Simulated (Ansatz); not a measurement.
The figure comes from a scan of Na (bcc, W type): a phonon pattern at N = (0.5, 0.0, 0.0) is frozen into a 2-atom cell, Q being the largest atomic displacement. All values below come from PBE (plane waves to 420 eV, PAW, scalar-relativistic; Ansatz, a first-principles code). k mesh 8×16×16 (Γ-centred), Fermi-Dirac smearing 0.05 eV. With partly filled bands, energies and forces of such displacements shift with the k mesh and the smearing. Na was relaxed with its symmetry unable to fall. 

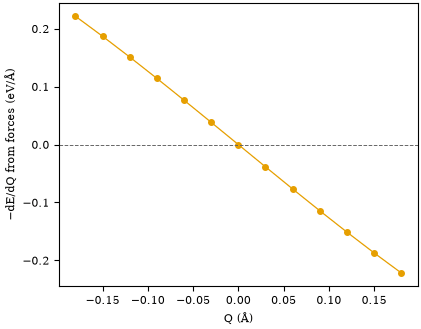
*−dE/dQ from forces (eV/Å) against Q (Å); one marker a computed point.*

Task: Read the plotted values off the figure, to the accuracy that the plot allows.

Result: To the nearest 0.01:

| Q (Å) | −dE/dQ from forces (eV/Å) |
|---|---|
| -0.180 | 0.22 |
| -0.150 | 0.19 |
| -0.120 | 0.15 |
| -0.090 | 0.11 |
| -0.060 | 0.08 |
| -0.030 | 0.04 |
| 0.000 | 0.00 |
| 0.030 | -0.04 |
| 0.060 | -0.08 |
| 0.090 | -0.11 |
| 0.120 | -0.15 |
| 0.150 | -0.19 |
| 0.180 | -0.22 |

(For displaced atoms, the force is minus the slope of the energy, and its curvature is a force constant, which sets phonon frequencies.)
